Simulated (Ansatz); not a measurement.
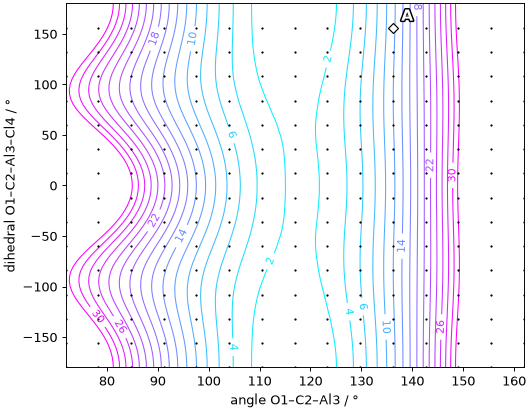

CH₂AlClO, SMILES O=[CH][AlH][Cl]. 
- Coordinates scanned: (1) angle O1–C2–Al3; (2) dihedral O1–C2–Al3–Cl4.
- Nothing is relaxed (all other coordinates rigid).
- Grid: 15 × 15 points; 121 points were computed and 104 follow by symmetry.
- All energies are given in kcal/mol relative to the lowest grid point.
- These are results of RKS PBE0-D4/def2-TZVP (Ansatz), not measurements.

In the figure: contour lines labelled in kcal/mol (none above 32), dots at the grid points, the point A. Between grid points the surface is interpolated.

Is A at rest? If not, where is it pushed?

A, at angle O1–C2–Al3 = 136.2°, dihedral O1–C2–Al3–Cl4 = 156°, is not a stationary point. The computed force is 1.2 kcal/mol for each degree towards smaller values of angle O1–C2–Al3 and 0.0059 kcal/mol for each degree towards larger values of dihedral O1–C2–Al3–Cl4.
